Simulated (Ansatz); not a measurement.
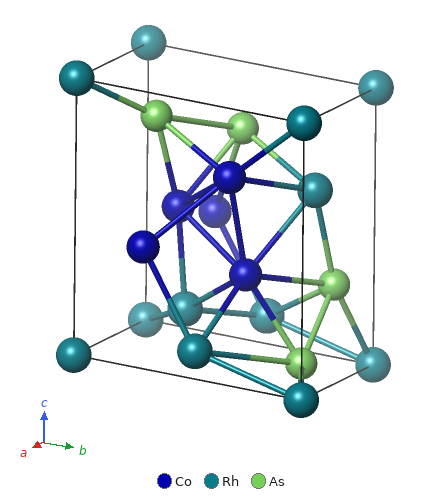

Drawn in the ball-and-stick manner and seen slightly off an axis. Thin lines show the simulation cell, with boundary atoms drawn in all their periodic places.

Cell constants: a = 5.626 Å, b = 5.177 Å, c = 6.057 Å, α = 98.87°, β = 92.18°, γ = 91.33°.

What is the formula unit?

CoAsRh. The cell holds 4 Co, 4 As, 4 Rh, counting shared atoms by their share.

Is this an ordered crystal?

No. The atoms show no order inside the cell (space group P1); it is a periodic model of a disordered solid.

The structure is a made-up disordered cell; no relaxation was done. It went into a calculation with Ansatz.
